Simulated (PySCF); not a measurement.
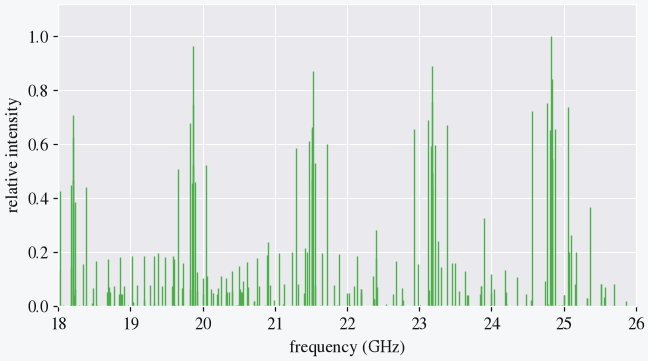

Simulated rotational absorption lines between 18 and 26 GHz at 10 K: rigid rotor with the equilibrium constants and dipole of one optimised conformer (PBE0-D3(BJ)/def2-SVP, PySCF), commonest isotopes; no centrifugal distortion, hyperfine structure, internal rotation or nuclear-spin weights; lines within 1 MHz of each other are summed.

Which molecule gives this spectrum?
A. C₄H₁₂Si₂, SMILES [SiH3]C[SiH2]C1CC1
B. C₂H₄Br₂ (1,1-dibromoethane), SMILES CC(Br)Br
C. C₃H₁₁AlFN, SMILES C[N+](C)(C)[AlH2-][F], singlet
D. C₅H₁₀S, SMILES C=CSCCC

Answer. Option A. Rotational constants A, B, C = 7.549, 0.8439, 0.8114 GHz, |μa|, |μb|, |μc| = 1.10, 0.94, 0.62 D.

Caveats: coarse grid, loose stop and no frequency check, small forces are noise and the end may be a saddle.
